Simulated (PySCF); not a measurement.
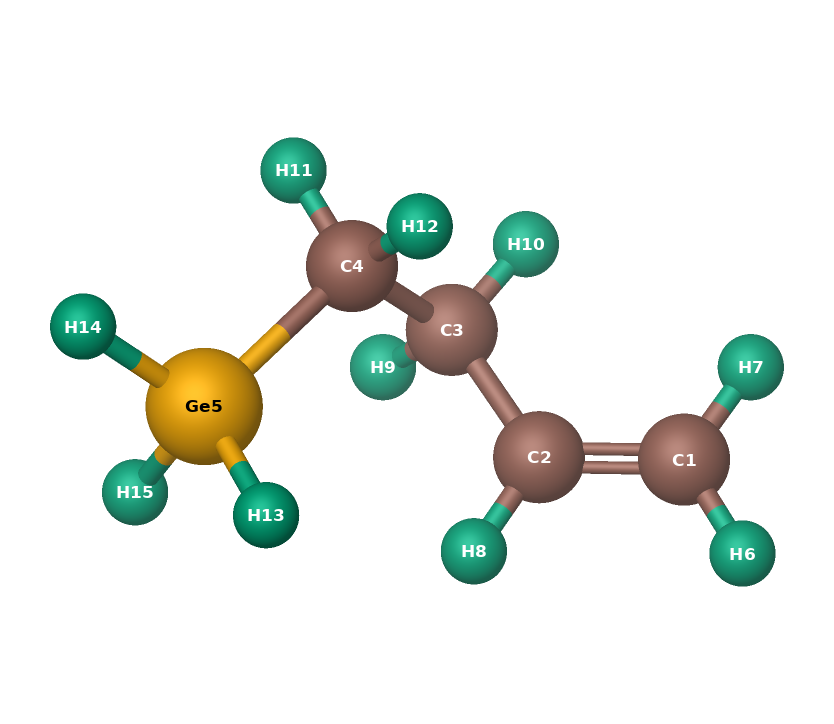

Atoms carry their numbers in the input. The computed structure is the end point of a GFN2-xTB optimisation. No frequency run is at hand to confirm it as a minimum.

**What is the geometry at Ge5?**

Ge5 has 4 neighbours (C4 at 1.98, H13 at 1.50, H14 at 1.50, H15 at 1.50 Å); the arrangement is tetrahedral.

**Describe the coordination of atom 4.**

C4 has 4 neighbours (C3 at 1.53, Ge5 at 1.98, H11 at 1.09, H12 at 1.09 Å); the arrangement is tetrahedral.

**What is the geometry at C2?**

C2 has 3 neighbours (C1 at 1.32, C3 at 1.49, H8 at 1.09 Å); the arrangement is trigonal planar.

**How are the neighbours of atom 3 arranged?**

C3 has 4 neighbours (C2 at 1.49, C4 at 1.53, H9 at 1.09, H10 at 1.09 Å); the arrangement is tetrahedral.

**What is the dihedral angle C1–C2–C3–C4?**

116° in size, that is anticlinal.
